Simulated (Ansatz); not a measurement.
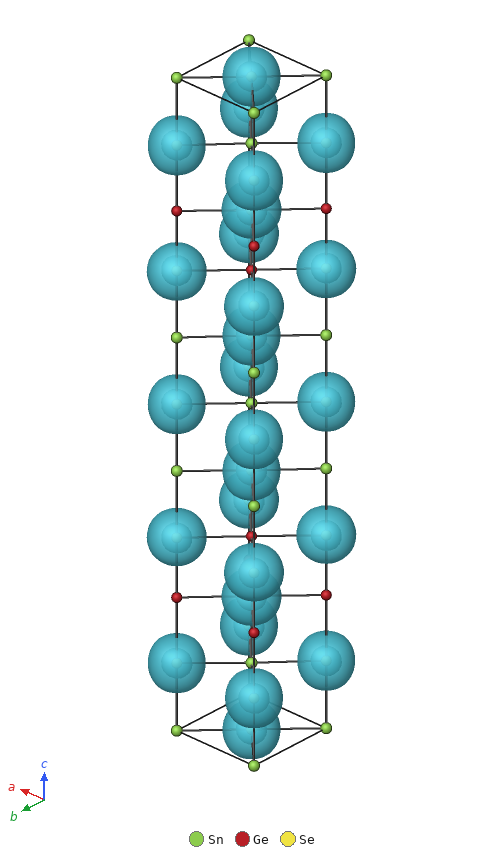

*Sn$_{3}$Ge$_{2}$Se$_{5}$. Isosurface of the electron localisation function at 0.7 (cyan), seen at an oblique angle. Only the valence region is drawn (cores and ρ < 0.01 e/Å³ removed). Sticks mark near contacts.*

Space group I4/mmm; a structure generated by program, which may or may not match a known phase.

The calculation used DFT PBE, scalar-relativistic, plane waves, PAW in Ansatz.

Core electrons are frozen (PAW), and the valence fields are smoothed inside the atomic spheres.

```yaml
crystal:
  lattice:
    - [4.18767, 0.00000, 0.00000]
    - [0.00000, 4.18767, 0.00000]
    - [0.00000, 0.00000, 29.58372]
  atoms:
    - { symbol: Sn, position: [0.00000, 0.00000, 0.00000] }
    - { symbol: Sn, position: [0.50000, 0.50000, 0.50000] }
    - { symbol: Sn, position: [0.50000, 0.50000, 0.10214] }
    - { symbol: Sn, position: [0.00000, 0.00000, 0.60214] }
    - { symbol: Sn, position: [0.00000, 0.00000, 0.39786] }
    - { symbol: Sn, position: [0.50000, 0.50000, 0.89786] }
    - { symbol: Ge, position: [0.00000, 0.00000, 0.20396] }
    - { symbol: Ge, position: [0.50000, 0.50000, 0.70396] }
    - { symbol: Ge, position: [0.50000, 0.50000, 0.29604] }
    - { symbol: Ge, position: [0.00000, 0.00000, 0.79604] }
    - { symbol: Se, position: [0.00000, 0.00000, 0.10342] }
    - { symbol: Se, position: [0.50000, 0.50000, 0.60342] }
    - { symbol: Se, position: [0.50000, 0.50000, 0.20445] }
    - { symbol: Se, position: [0.00000, 0.00000, 0.70445] }
    - { symbol: Se, position: [0.00000, 0.00000, 0.29555] }
    - { symbol: Se, position: [0.50000, 0.50000, 0.79555] }
    - { symbol: Se, position: [0.50000, 0.50000, 0.39658] }
    - { symbol: Se, position: [0.00000, 0.00000, 0.89658] }
    - { symbol: Se, position: [0.50000, 0.50000, 0.00000] }
    - { symbol: Se, position: [0.00000, 0.00000, 0.50000] }
```

What do the ELF domains correspond to?

Answer. At this value the surface marks out ten regions wrapped around Se (the valence shell of each), counted in one cell of 20 atoms. Regions shared between cells count once. Profiles from the grid: Ge–Se (2.71 Å): the ELF is about 0.55 at the midpoint. Sn–Se (2.96 Å): the ELF is about 0.40 at the midpoint.
